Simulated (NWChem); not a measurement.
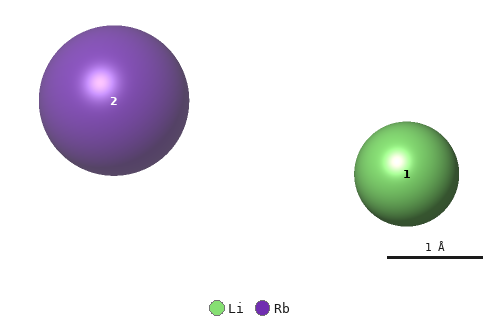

Figure 1. The input geometry (ball-and-stick view, seen at a tilt; atoms are numbered from 1 in the order of the input). Sticks are drawn by distance; a stretched bond gets none, so the picture shows separate pieces.

# Run report: LiRb, energy and gradient calculation

System: LiRb.
Method: HF/3-21G, RHF (NWChem 7.3.0).

The geometry comes from this level: PBE0-D4/def2-TZVP.

## Input file
```
start m1
memory 2200 mb

geometry noautosym nocenter noautoz
 Li    0.000000    0.000000   -0.201360
 Rb    0.000000    0.000000    3.351730
end

basis spherical bse
 * library 3-21G
end

scf
 thresh 1e-08
 maxiter 80
 print low
end

task scf gradient
```

Machine: 1 thread of AMD EPYC 7571, 12 GiB of memory available, shared host.

Launch command:
```bash
nwchem m1.nw > m1.out
```

## What the program printed
```
Northwest Computational Chemistry Package (NWChem) 7.3.0
             --------------------------------------------------------

           Job information
           ---------------

    nwchem branch   = 7.3.0
    use scalapack   = T
    input           = m1.nw
    prefix          = m1.
    data base       = ./m1.db
    status          = startup
    nproc           =        1

           Memory information
           ------------------

    heap     =     72089598 doubles =      550.0 Mbytes
    stack    =     72089595 doubles =      550.0 Mbytes
    global   =    144179200 doubles =     1100.0 Mbytes (distinct from heap & stack)
    total    =    288358393 doubles =     2200.0 Mbytes
    verify   = yes
    hardfail = no

           Directory information
           ---------------------

  0 permanent = .
  0 scratch   = .

                                NWChem Input Module
                                -------------------

 Scaling coordinates for geometry "geometry" by  1.889725989
 (inverse scale =  0.529177249)

                             Geometry "geometry" -> ""
                             -------------------------

 Output coordinates in angstroms (scale by  1.889725989 to convert to a.u.)

  No.       Tag          Charge          X              Y              Z
 ---- ---------------- ---------- -------------- -------------- --------------
    1 Li                   3.0000     0.00000000     0.00000000    -0.20136000
    2 Rb                  37.0000     0.00000000     0.00000000     3.35173000

      Atomic Mass
      -----------

      Li                 7.016000
      Rb                84.911700

 Effective nuclear repulsion energy (a.u.)      16.5317159540

            Nuclear Dipole moment (a.u.)
            ----------------------------
        X                 Y               Z
 ---------------- ---------------- ----------------
     0.0000000000     0.0000000000   233.2109519698

            XYZ format geometry
            -------------------
     2
 geometry
 Li                    0.00000000     0.00000000    -0.20136000
 Rb                    0.00000000     0.00000000     3.35173000

 ==============================================================================
                                internuclear distances
 ------------------------------------------------------------------------------
       center one      |      center two      | atomic units |  angstroms
 ------------------------------------------------------------------------------
    2 Rb               |   1 Li               |     6.71437  |     3.55309
 ------------------------------------------------------------------------------
                         number of included internuclear distances:          1
 ==============================================================================

 Summary of "ao basis" -> "" (spherical)
 ------------------------------------------------------------------------------
       Tag                 Description            Shells   Functions and Types
 ---------------- ------------------------------  ------  ---------------------
 *                           3-21G                    on all atoms

                      Basis "ao basis" -> "ao basis" (spherical)
                      -----
  [basis functions not shown]

 Summary of "ao basis" -> "ao basis" (spherical)
 ------------------------------------------------------------------------------
       Tag                 Description            Shells   Functions and Types
 ---------------- ------------------------------  ------  ---------------------
 Li                          3-21G                   5        9   3s2p
 Rb                          3-21G                  12       26   6s5p1d

                                 NWChem SCF Module
                                 -----------------

  ao basis        = "ao basis"
  functions       =    35
  atoms           =     2
  closed shells   =    20
  open shells     =     0
  charge          =   0.00
  wavefunction    = RHF
  input vectors   = atomic
  output vectors  = ./m1.movecs
  use symmetry    = F
  symmetry adapt  = F

 Forming initial guess at       0.1s

 Starting SCF solution at       0.4s

       Final RHF  results
       ------------------

         Total SCF energy =  -2932.082812088085
      One-electron energy =  -4108.010567530027
      Two-electron energy =   1159.396039487951
 Nuclear repulsion energy =     16.531715953991

        Time for solution =      3.0s

                              NWChem Gradients Module
                              -----------------------

                         RHF ENERGY GRADIENTS

    atom               coordinates                        gradient
                 x          y          z           x          y          z
   1 Li      0.000000   0.000000  -0.380515   -0.000000   0.000000   0.002918
   2 Rb      0.000000   0.000000   6.333851    0.000000  -0.000000  -0.002918

 Task  times  cpu:        4.5s     wall:        4.5s
 Total times  cpu:        4.6s     wall:        4.6s
```

## Key numbers

| quantity | value |
| --- | --- |
| outcome | converged |
| total energy | −2932.082812 hartree |
| basis functions | 35 |
| largest force | 0.150 eV/Å |
| wall time | 5.4 s |
| peak memory | 0.1 GiB |
